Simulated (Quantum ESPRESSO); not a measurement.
# Energy and gap at +3 % biaxial strain: F-SiC-F chair, 1 layer

Method. Quantum ESPRESSO 7.5 driven by ASE, PBE, GBRV ultrasoft, ESM (bc1); atomic heights clamped; cell area 8.688 Å² at zero strain.

```
strain (%)  energy (meV a cell)  gap on the mesh (eV)
        −3                80.38                 1.872
      −1.5                19.82                 1.914
         0                 0.00                 1.944
      +1.5                15.77                 1.960
```

To predict: What are energy and gap at +3 %, and how stiff is the sheet?

**Worked estimate.** About zero, E'' = (19.82 + 15.77 − 2 × 0.00)/1.5² = 15.82 meV per %² and E' = (15.77 − 19.82)/3 = −1.35 meV per %. With E = A K ε², where K = (C11 + C22)/2 + C12 (C11 + C12 for a hexagonal sheet), K = 15.82 × 10/(2 × 8.688) × 16.02 = 146 N/m. The parabola gives E(+3 %) = 0.00 + 3 × (−1.35) + 4.5 × 15.82 = 67.1 meV. Continuing the last slope, the gap is 2 × 1.960 − 1.944 = 1.976 eV.

**The withheld run.** E = 62.7 meV and the gap 1.962 eV. The parabola misses by +4.5 meV, too high, since bonds soften under tension. The gap's line misses by +0.014 eV.

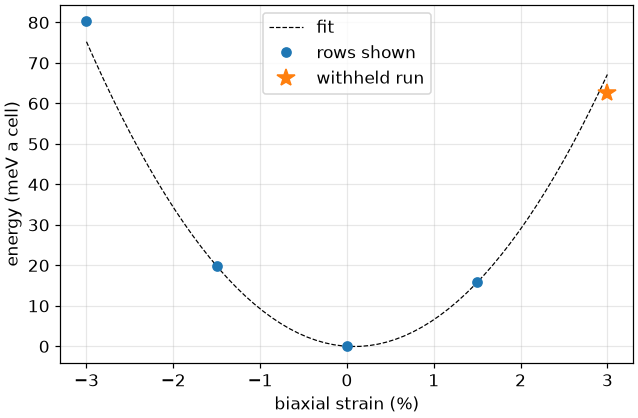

The rows shown, the fit and the withheld run.

Caveats: Clamped heights stiffen sheets with several planes. Semilocal gap, no spin-orbit coupling.

[Logs are printed without paths, hosts, clocks, repeated set-up lines and the standing remarks that a program may print on its own settings, such as how far it seeks lower states.]
